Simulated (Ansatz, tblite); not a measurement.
# Si(iPr)Cl3 (C₃H₇Cl₃Si): spin states and exact exchange

Is the singlet the ground state of Si(iPr)Cl3 (C₃H₇Cl₃Si)? Other spin states are computed and compared level by level.

The runs use Ansatz 0.2.0, Gaussian basis; as each input shows.

The runs, in order: triplet, at the geometry of the singlet (GFN1-xTB, GFN2-xTB, PBE0-D4/def2-TZVP, PBE-D4/def2-TZVP, r2SCAN-D4/def2-TZVP); the singlet's energies come from earlier runs.

2 further runs of the same task are left out: 2 set aside as unsound or not needed.

## (1) The relaxed structure

The geometry is that of the singlet, from an earlier relaxation (PBE-D4/def2-SVP).

14 atoms, charge 0, spin multiplicity 1.

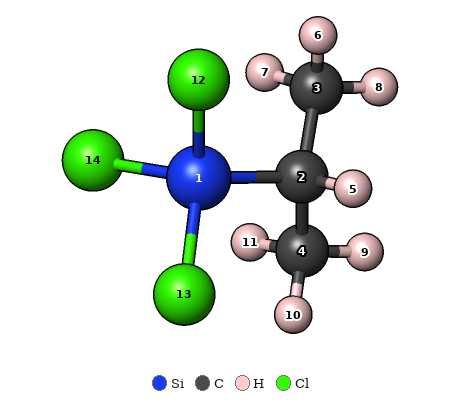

The structure; silicon blue, carbon dark grey, hydrogen pink, chlorine green; atoms are numbered from 1 in the order of the file.

Geometry (Å):

| atom | x (Å) | y (Å) | z (Å) |
| --- | --- | --- | --- |
| Si1 | 0.1874 | 0.3571 | -1.5775 |
| C2 | 0.1748 | 0.3193 | 0.3070 |
| C3 | 0.9875 | -0.8720 | 0.8398 |
| C4 | -1.2663 | 0.3427 | 0.8434 |
| H5 | 0.6858 | 1.2675 | 0.5937 |
| H6 | 2.0329 | -0.8573 | 0.4717 |
| H7 | 0.5315 | -1.8355 | 0.5308 |
| H8 | 1.0152 | -0.8543 | 1.9496 |
| H9 | -1.2642 | 0.3792 | 1.9530 |
| H10 | -1.8314 | 1.2219 | 0.4742 |
| H11 | -1.8190 | -0.5699 | 0.5379 |
| Cl12 | 2.1279 | 0.3663 | -2.3060 |
| Cl13 | -0.7784 | 2.0490 | -2.2853 |
| Cl14 | -0.7837 | -1.3138 | -2.3322 |

## (2) Triplet at the fixed geometry, GFN1-xTB

Tight binding, by tblite at 300 K electronic temperature and without a spin-polarisation term:

```python
tblite.interface.Calculator('GFN1-xTB', numbers, positions, charge=0, uhf=2).singlepoint()
```

Energy -671.0042 eV; 0.021 s.

## (3) Triplet at the fixed geometry, GFN2-xTB

Tight binding, by tblite at 300 K electronic temperature and without a spin-polarisation term:

```python
tblite.interface.Calculator('GFN2-xTB', numbers, positions, charge=0, uhf=2).singlepoint()
```

Energy -687.3573 eV; 0.023 s.

## (4) Triplet at the fixed geometry, PBE0-D4/def2-TZVP

in.yaml

```yaml
crystal:
  periodic: [false, false, false]
  atoms:
    - {symbol: Si, position_ang: [0.187361, 0.357088, -1.577502]}
    - {symbol: C, position_ang: [0.174810, 0.319314, 0.307034]}
    - {symbol: C, position_ang: [0.987546, -0.871998, 0.839782]}
    - {symbol: C, position_ang: [-1.266253, 0.342662, 0.843356]}
    - {symbol: H, position_ang: [0.685824, 1.267537, 0.593749]}
    - {symbol: H, position_ang: [2.032866, -0.857267, 0.471741]}
    - {symbol: H, position_ang: [0.531464, -1.835495, 0.530752]}
    - {symbol: H, position_ang: [1.015209, -0.854344, 1.949560]}
    - {symbol: H, position_ang: [-1.264170, 0.379188, 1.952980]}
    - {symbol: H, position_ang: [-1.831429, 1.221855, 0.474158]}
    - {symbol: H, position_ang: [-1.818977, -0.569912, 0.537911]}
    - {symbol: Cl, position_ang: [2.127858, 0.366268, -2.306009]}
    - {symbol: Cl, position_ang: [-0.778394, 2.048950, -2.285314]}
    - {symbol: Cl, position_ang: [-0.783695, -1.313846, -2.332207]}
basis:
  gaussian: {orbitals: def2-TZVP}
magnetization: {spin_polarized: true, initial_magnetization: 2}
hamiltonian: {xc: pbe0, dispersion: d4}
scf: {omitted_lower_state_checks: [starts]}
output: {orbitals: {seedname: orbitals}}
```

On the command line:

```console
$ ansatz run in.yaml --threads 2 --pin off --events-out ev --progress --plain --max-ram 32768MiB --backend cuda --devices 0, --max-vram 18GiB
```

What it wrote:

```text
Functional definition: PBE0
  name "PBE0"
  cite "Adamo & Barone, J. Chem. Phys. 110, 6158 (1999) doi:10.1063/1.478522"
  cite "Perdew, Burke & Ernzerhof, Phys. Rev. Lett. 77, 3865 (1996) doi:10.1103/PhysRevLett.77.3865"
  parent pbe
  parameter a = 0.25
  parameter kappa = 0.804
  parameter beta = 0.06672455060314922
  exchange = (1 - a)*pbe_x(kappa = kappa, mu = beta*pi^2/3) + a*exact_x
  correlation = pbe_c(beta = beta)
these checks for a lower state are left out or cut short: starts
1920 factors; their error is unknown
mean field evaluation 1: about -48639.7095 eV, gradient 4.8e1 eV
mean field evaluation 2: about -48607.8606 eV, gradient 8.5e1 eV
mean field evaluation 4: about -48651.2368 eV, gradient 6.1e0 eV
mean field evaluation 8: about -48651.4604 eV, gradient 2.1e-1 eV
mean field evaluation 16: about -48651.5859 eV, gradient 9.1e-2 eV
mean field evaluation 32: about -48651.7259 eV, gradient 6.9e-4 eV
mean field -48651.72593625 eV, -1787.9179508328 hartree, gradient 6.3e-6 eV, S^2 2.006533; 0 other end points of the search recorded, 0 dependent functions left out
reference -48651.72597237 eV, -1787.9179521602 hartree; 46, 44 occupied and 237, 239 virtual orbitals, 1920 factors
Total energy: -48652.15127360 eV, -1787.9335816921 hartree
Checks for a lower state left out: starts
```

It took 25 s on 1 × H100 (card shared with other runs) with 2 threads of AMD EPYC 7R13, shared host; peak host memory 0.95 GiB.

Report: HOMO -1.63 eV, LUMO -7.07 eV (over both spins; with the spin held, an empty level of the minority spin lies below the top filled one); ⟨S²⟩ 2.007 (pure: 2.00).

## (5) Triplet at the fixed geometry, PBE-D4/def2-TZVP

start.molden holds the orbitals of an earlier run on this state, given as this run's starting guess.

in.yaml, as its differences from that of step 4:

```diff
@@ -18,5 +18,5 @@
 basis:
-  gaussian: {orbitals: def2-TZVP}
+  gaussian: {orbitals: def2-TZVP, initial_orbitals: start.molden}
 magnetization: {spin_polarized: true, initial_magnetization: 2}
-hamiltonian: {xc: pbe0, dispersion: d4}
+hamiltonian: {xc: pbe, dispersion: d4}
 scf: {omitted_lower_state_checks: [starts]}
```

Launched as before.

What it wrote:

```text
Functional definition: PBE
  name "PBE"
  cite "Perdew, Burke & Ernzerhof, Phys. Rev. Lett. 77, 3865 (1996) doi:10.1103/PhysRevLett.77.3865"
  parent pbe
  parameter kappa = 0.804
  parameter beta = 0.06672455060314922
  exchange = pbe_x(kappa = kappa, mu = beta*pi^2/3)
  correlation = pbe_c(beta = beta)
these checks for a lower state are left out or cut short: starts
1868 factors; their error is unknown
mean field evaluation 1: about -48647.7801 eV, gradient 1.2e1 eV
mean field evaluation 2: about -48647.9637 eV, gradient 3.2e-1 eV
mean field evaluation 4: about -48647.9169 eV, gradient 2.6e0 eV
mean field evaluation 8: about -48647.9715 eV, gradient 4.7e-3 eV
mean field evaluation 16: about -48647.9715 eV, gradient 1.9e-4 eV
mean field -48647.97152184 eV, -1787.7799786480 hartree, gradient 3.0e-6 eV, S^2 2.002355; 0 other end points of the search recorded, 0 dependent functions left out
reference -48647.97157102 eV, -1787.7799804554 hartree; 46, 44 occupied and 237, 239 virtual orbitals, 1868 factors
Total energy: -48648.46355672 eV, -1787.7980605964 hartree
Checks for a lower state left out: starts
```

Run time: 13 s. Hardware: 1 × H100 (card shared with other runs) with 2 threads of AMD EPYC 7R13, shared host; peak host memory 0.89 GiB.

Report: HOMO -1.03 eV, LUMO -7.41 eV (over both spins; with the spin held, an empty level of the minority spin lies below the top filled one); ⟨S²⟩ 2.002 (pure: 2.00).

## (6) Triplet at the fixed geometry, r2SCAN-D4/def2-TZVP

in.yaml, as its differences from that of step 5:

```diff
@@ -20,3 +20,3 @@
 magnetization: {spin_polarized: true, initial_magnetization: 2}
-hamiltonian: {xc: pbe, dispersion: d4}
+hamiltonian: {xc: r2scan, dispersion: d4}
 scf: {omitted_lower_state_checks: [starts]}
```

The command is unchanged.

What it wrote, shortened:

```text
Functional definition: r2SCAN
  name "r2SCAN"
  cite "Furness, Kaplan, Ning, Perdew & Sun, J. Phys. Chem. Lett. 11, 8208 (2020) doi:10.1021/acs.jpclett.0c02405"
  cite "Furness, Kaplan, Ning, Perdew & Sun, J. Phys. Chem. Lett. 11, 9248 (2020) doi:10.1021/acs.jpclett.0c03077"
  parent r2scan
[...]
1868 factors; their error is unknown
[...]
mean field -48666.50329493 eV, -1788.4610087481 hartree, gradient 7.7e-6 eV, S^2 2.006018; 0 other end points of the search recorded, 0 dependent functions left out
reference -48666.50330974 eV, -1788.4610092923 hartree; 46, 44 occupied and 237, 239 virtual orbitals, 1868 factors
Total energy: -48666.62957347 eV, -1788.4656493987 hartree
Checks for a lower state left out: starts
```

Run time: 22 s. Hardware: 1 × H100 (card shared with other runs) with 2 threads of AMD EPYC 7R13, shared host; peak host memory 1 GiB.

HOMO -0.99 eV, LUMO -7.58 eV (over both spins; with the spin held, an empty level of the minority spin lies below the top filled one); ⟨S²⟩ 2.006 (pure: 2.00).

## (7) Triplet less singlet, vertical

The singlet's energies are those of its earlier runs, whose logs aren't repeated here.

| level | triplet less singlet, vertical (kcal/mol) | time |
| --- | --- | --- |
| GFN1-xTB | +174.7 | 0.033 s |
| GFN2-xTB | +146.3 | 0.036 s |
| PBE-D4/def2-TZVP | +147.5 | 31 s |
| r2SCAN-D4/def2-TZVP | +156.9 | 38 s |
| PBE0-D4/def2-TZVP | +163.0 | 39 s |

Times add the two runs; a level without a time comes out of a correlated run. Tight binding without a spin term can't rank spin states.

## (8) Summary of results

| quantity | value |
| --- | --- |
| triplet less singlet, vertical, functionals in def2-TZVP | +147.5 (PBE-D4) to +163.0 kcal/mol (PBE0-D4) |

All functionals put the triplet above the singlet, over a spread of 15.5 kcal/mol. The checks for a lower triplet were left out, so another state of that spin may lie lower. These are electronic energies, without zero-point motion, entropy or surroundings.
